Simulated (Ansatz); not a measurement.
## C₂H₇FOSSi: nudged elastic band (part 2 of 2)

C₂H₇FOSSi; RKS BHLYP/6-31G* (Ansatz 0.2.0). It belongs to a series of runs on one base structure; here: band between the two ends.

Geometry of the input (Å):
```
C  -0.3518  -2.3854  0.0259
C  0.2682  -1.0136  -0.0002
F  0.7684  -0.7738  -1.2636
S  -0.9566  0.2683  0.4236
Si 0.2441  1.9840  -0.0609
O  -0.2946  3.2844  0.7902
H  0.3977  -3.1197  -0.2563
H  -1.1760  -2.4373  -0.6780
H  -0.7194  -2.6225  1.0192
H  1.1065  -0.9379  0.6834
H  0.1778  2.2643  -1.5052
H  1.6215  1.7065  0.3684
H  -1.0655  3.7478  0.4682
```

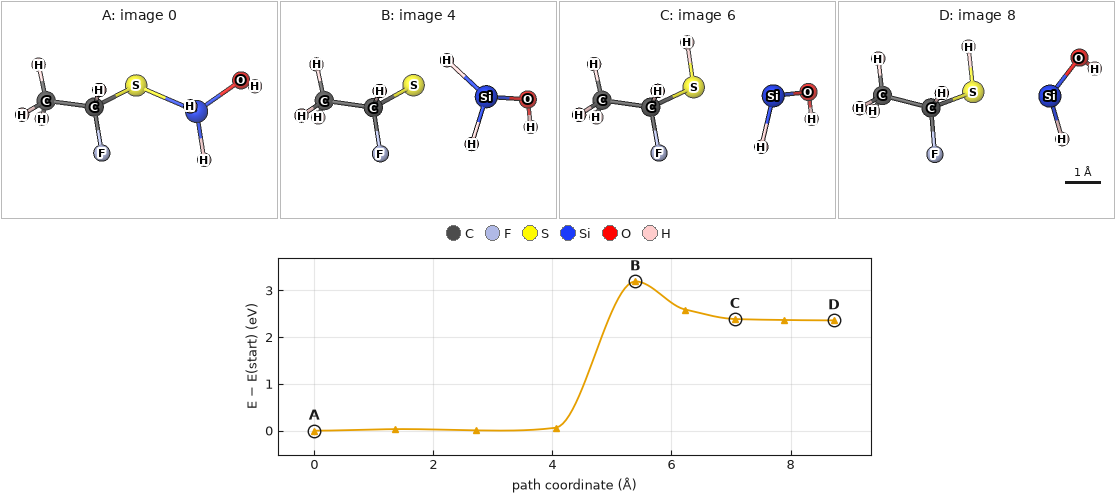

**Figure 1.** Images of the last band (counted from 0; ball-and-stick, seen at a tilt) above the energy along the path; the line is a cubic interpolation that uses the forces. The highest image is number 4, 3.195 eV above the start and 0.834 eV above the end (the climbing image); the end lies 2.361 eV above the start. The path is 8.73 Å long. The band converged in 22 iterations.

```
Total energy: -25658.89506156 eV, -942.9470012885 hartree
Atom 0 at    -0.256462    -2.365341     0.049865 Å, force    -0.000212     0.000284     0.000407 eV/Å
Atom 1 at     0.204162    -0.945996    -0.174879 Å, force     0.000411    -0.000674     0.001778 eV/Å
Atom 2 at     0.124878    -0.673452    -1.520404 Å, force    -0.000193     0.000252    -0.001343 eV/Å
Atom 3 at    -0.798164     0.239860     0.765135 Å, force     0.000832     0.000067    -0.000052 eV/Å
Atom 4 at     0.700717     2.315206     0.227809 Å, force    -0.000240    -0.000345    -0.001590 eV/Å
Atom 5 at    -0.340879     3.571739     0.430523 Å, force     0.000045     0.002287     0.002505 eV/Å
Atom 6 at     0.347744    -3.034494    -0.556941 Å, force     0.000050    -0.000247    -0.000164 eV/Å
Atom 7 at    -1.295706    -2.473835    -0.244329 Å, force     0.000247     0.000267    -0.000305 eV/Å
Atom 8 at    -0.155786    -2.643640     1.093450 Å, force    -0.000132     0.000025    -0.000159 eV/Å
Atom 9 at     1.246012    -0.823426     0.112458 Å, force    -0.000384    -0.000027    -0.000212 eV/Å
Atom 10 at     0.725256     1.951649    -1.209530 Å, force    -0.000007    -0.000047     0.000017 eV/Å
Atom 11 at     0.521435     1.126569     1.286980 Å, force    -0.000466    -0.000333     0.000509 eV/Å
Atom 12 at    -1.002809     3.720360    -0.245438 Å, force     0.000047    -0.001510    -0.001391 eV/Å
Dipole moment:     0.144353    -0.095999    -0.134630 e Å
this run last wrote the band of iteration 22 to [file]
```

The last band as extended XYZ (Å, eV, eV/Å):
```
13
Properties=species:S:1:pos:R:3:forces:R:3 image=0 energy=-25662.08981
C    -0.3518   -2.3854    0.0259    0.0001  -0.0013   0.0015
C     0.2682   -1.0136   -0.0002   -0.0110  -0.0034   0.0087
F     0.7684   -0.7738   -1.2636    0.0068   0.0035  -0.0111
S    -0.9566    0.2683    0.4236    0.0013   0.0015  -0.0007
Si    0.2441    1.9840   -0.0609   -0.0034  -0.0028  -0.0018
O    -0.2946    3.2844    0.7902    0.0001   0.0010   0.0018
H     0.3977   -3.1197   -0.2563    0.0006  -0.0010   0.0001
H    -1.1760   -2.4373   -0.6780    0.0010  -0.0002   0.0001
H    -0.7194   -2.6225    1.0192    0.0009   0.0006   0.0000
H     1.1065   -0.9379    0.6834    0.0021   0.0005   0.0009
H     0.1778    2.2643   -1.5052    0.0005   0.0002   0.0003
H     1.6215    1.7065    0.3684    0.0003  -0.0009  -0.0001
H    -1.0655    3.7478    0.4682    0.0009   0.0024   0.0003
13
Properties=species:S:1:pos:R:3:forces:R:3 image=1 energy=-25662.05634
C    -0.3929   -2.3691    0.0297    0.0009  -0.0021   0.0006
C     0.2671   -1.0250   -0.1381   -0.0052   0.0054   0.0117
F     0.4305   -0.7738   -1.4801    0.0035   0.0003  -0.0068
S    -0.7525    0.2799    0.6289   -0.0018  -0.0059  -0.0066
Si    0.3874    2.0326    0.1322    0.0034  -0.0038  -0.0045
O    -0.5014    3.3343    0.5977    0.0032   0.0077   0.0092
H     0.2093   -3.1237   -0.4686    0.0024   0.0001   0.0023
H    -1.3815   -2.3593   -0.4182    0.0015  -0.0013  -0.0026
H    -0.4829   -2.6267    1.0800   -0.0020  -0.0001   0.0002
H     1.2563   -1.0125    0.3069    0.0004   0.0002   0.0030
H     0.6758    2.0375   -1.3110   -0.0044   0.0023  -0.0022
H     1.6386    2.0826    0.9025   -0.0008  -0.0042  -0.0043
H    -1.3334    3.4884    0.1527   -0.0012   0.0014  -0.0001
13
Properties=species:S:1:pos:R:3:forces:R:3 image=2 energy=-25662.08278
C    -0.4175   -2.3304   -0.0206   -0.0034   0.0030   0.0091
C     0.2500   -0.9912   -0.2046   -0.0085   0.0070  -0.0288
F     0.0931   -0.6011   -1.5125   -0.0190   0.0000  -0.0022
S    -0.5022    0.2379    0.9205    0.0188  -0.0072   0.0277
Si    0.4875    2.0556    0.3322   -0.0166   0.0242   0.0038
O    -0.6305    3.2598    0.2756    0.0223  -0.0200  -0.0106
H     0.0354   -3.0509   -0.6961    0.0053   0.0116  -0.0044
H    -1.4742   -2.2501   -0.2553   -0.0027  -0.0041   0.0119
H    -0.3081   -2.6861    0.9986    0.0115   0.0071   0.0027
H     1.3160   -1.0491   -0.0146   -0.0103   0.0181  -0.0136
H     1.1526    1.7833   -0.9519    0.0087  -0.0016   0.0121
H     1.4671    2.5033    1.3309   -0.0142  -0.0221   0.0193
H    -1.4487    3.0843   -0.1873    0.0081  -0.0158  -0.0270
13
Properties=species:S:1:pos:R:3:forces:R:3 image=3 energy=-25662.02651
C    -0.3055   -2.3689    0.0228   -0.0179   0.0021   0.0048
C     0.1598   -0.9623   -0.2537    0.0055  -0.0121  -0.0111
F     0.2085   -0.7709   -1.6137    0.0118  -0.0211  -0.0267
S    -0.9654    0.2599    0.4994   -0.0394   0.0179  -0.0461
Si    0.3237    1.9669    0.2967   -0.0538  -0.1077  -0.0019
O    -0.4994    3.3671    0.5294   -0.0301  -0.0043   0.0359
H     0.3274   -3.0593   -0.5275   -0.0005  -0.0103   0.0062
H    -1.3318   -2.5004   -0.3049   -0.0052  -0.0069  -0.0121
H    -0.2400   -2.5963    1.0817   -0.0180   0.0097  -0.0021
H     1.1685   -0.8118    0.1216   -0.0212   0.0010  -0.0005
H     0.9436    1.9129   -1.0392    0.0403  -0.0091   0.0361
H     1.3237    1.8691    1.3631    0.1473   0.1603   0.0080
H    -1.0928    3.6591   -0.1610   -0.0189  -0.0196   0.0095
13
Properties=species:S:1:pos:R:3:forces:R:3 image=5 energy=-25659.49690
C    -0.2513   -2.3912    0.0469    0.0012  -0.0098   0.0003
C     0.2394   -0.9808   -0.1462    0.0138  -0.0135   0.0202
F     0.1244   -0.6567   -1.4698   -0.0026   0.0077   0.0147
S    -0.7304    0.2294    0.8307    0.0281  -0.0085   0.0273
Si    0.9259    2.6166    0.0615    0.0922   0.1368  -0.0675
O    -0.3180    3.6773    0.3480    0.0168   0.0301  -0.0436
H     0.3354   -3.0616   -0.5750   -0.0056  -0.0113  -0.0084
H    -1.2945   -2.4700   -0.2443    0.0005   0.0011   0.0032
H    -0.1553   -2.6915    1.0849    0.0028  -0.0198  -0.0032
H     1.2802   -0.8695    0.1355    0.0140  -0.0196   0.0072
H     0.5991    2.1765   -1.3556   -0.0550   0.0937  -0.0635
H     0.2763    0.6464    1.6068   -0.0994  -0.2018   0.1346
H    -1.0108    3.7403   -0.3087   -0.0067   0.0148  -0.0214
13
Properties=species:S:1:pos:R:3:forces:R:3 image=6 energy=-25659.70012
C    -0.2166   -2.3440    0.0874    0.0150  -0.0045  -0.0065
C     0.2952   -0.9616   -0.2156   -0.0075  -0.0039   0.0032
F     0.1616   -0.7190   -1.5519   -0.0015  -0.0035  -0.0031
S    -0.6643    0.3751    0.6006    0.0254   0.0127  -0.0235
Si    0.9467    2.5733    0.0204   -0.0122  -0.0133   0.0105
O    -0.2295    3.6996    0.3962    0.0013   0.0103  -0.0457
H     0.3678   -3.0647   -0.4792   -0.0038  -0.0036   0.0090
H    -1.2585   -2.4294   -0.2030    0.0014   0.0023   0.0065
H    -0.1234   -2.5765    1.1437    0.0034   0.0108   0.0093
H     1.3395   -0.8389    0.0499    0.0082   0.0030  -0.0086
H     0.5194    2.2490   -1.4107   -0.0126   0.0104  -0.0026
H    -0.2037    0.1606    1.8345   -0.0330  -0.0314   0.0108
H    -0.9137    3.8417   -0.2575    0.0160   0.0107   0.0407
13
Properties=species:S:1:pos:R:3:forces:R:3 image=7 energy=-25659.72122
C    -0.1789   -2.3658    0.1052    0.0010  -0.0013   0.0017
C     0.3070   -0.9847   -0.2396    0.0032  -0.0025  -0.0076
F     0.3406   -0.8416   -1.5976    0.0016  -0.0037   0.0030
S    -0.8104    0.3556    0.3312   -0.0047   0.0032  -0.0036
Si    0.9445    2.4588   -0.0926   -0.0019  -0.0032  -0.0072
O    -0.0293    3.6279    0.6007    0.0044   0.0030   0.0120
H     0.5011   -3.0950   -0.3278    0.0022  -0.0008   0.0039
H    -1.1729   -2.5272   -0.2985    0.0014  -0.0023   0.0004
H    -0.2049   -2.5136    1.1806   -0.0001   0.0019   0.0020
H     1.3001   -0.7815    0.1457   -0.0006   0.0016   0.0004
H     0.3432    2.4538   -1.4974   -0.0055   0.0053  -0.0033
H    -0.5744    0.2072    1.6368   -0.0062   0.0006  -0.0039
H    -0.7453    3.9713    0.0680    0.0052  -0.0019   0.0020
13
Properties=species:S:1:pos:R:3:forces:R:3 image=8 energy=-25659.72895
C    -0.1539   -2.3646    0.1670    0.0013   0.0054  -0.0013
C     0.3282   -1.0169   -0.2950   -0.0040  -0.0009   0.0017
F     0.4728   -1.0250   -1.6534   -0.0005  -0.0006   0.0014
S    -0.8628    0.3450    0.0215    0.0050  -0.0044   0.0053
Si    0.9274    2.4319   -0.2246   -0.0106   0.0065   0.0078
O     0.0737    3.4527    0.7924    0.0030  -0.0034  -0.0146
H     0.5778   -3.1155   -0.1197   -0.0002  -0.0004   0.0013
H    -1.1057   -2.6052   -0.2950    0.0014  -0.0003   0.0003
H    -0.2674   -2.3888    1.2468   -0.0002  -0.0003  -0.0024
H     1.2794   -0.7365    0.1432   -0.0003  -0.0015  -0.0005
H     0.2034    2.7469   -1.5327    0.0016   0.0010   0.0010
H    -0.7924    0.3095    1.3546   -0.0009   0.0011  -0.0062
H    -0.6601    3.9318    0.4097    0.0045  -0.0022   0.0061
```

Summary:

- outcome: converged
- barrier, forward: 3.195 eV
- barrier, backward: 0.834 eV
- wall time: 18 min (CPU time 34 min)
- peak memory: 0.27 GiB

The order of the saddle point was not checked.
